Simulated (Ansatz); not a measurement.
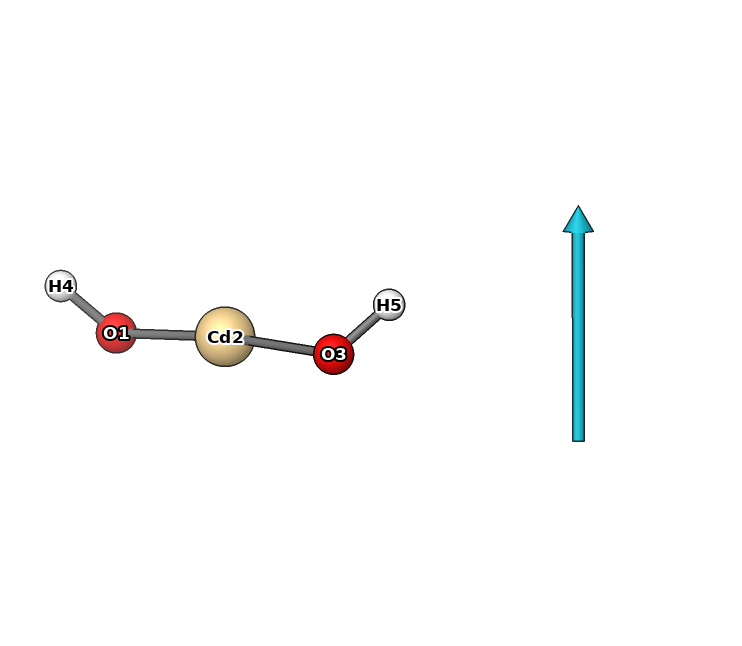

The arrow beside the molecule shows the direction of the dipole moment, from the negative to the positive end (its length means nothing). The computed structure is the end point of a PBE0-D4/def2-TZVP optimisation. Level of theory: RKS PBE0-D4/def2-TZVP, core potentials on Cd (Ansatz 0.2.0).

How large is the dipole moment?

2.04 D; it points from the side of O1, Cd2, O3 to the side of H4, H5 (the outermost atoms at the two ends).
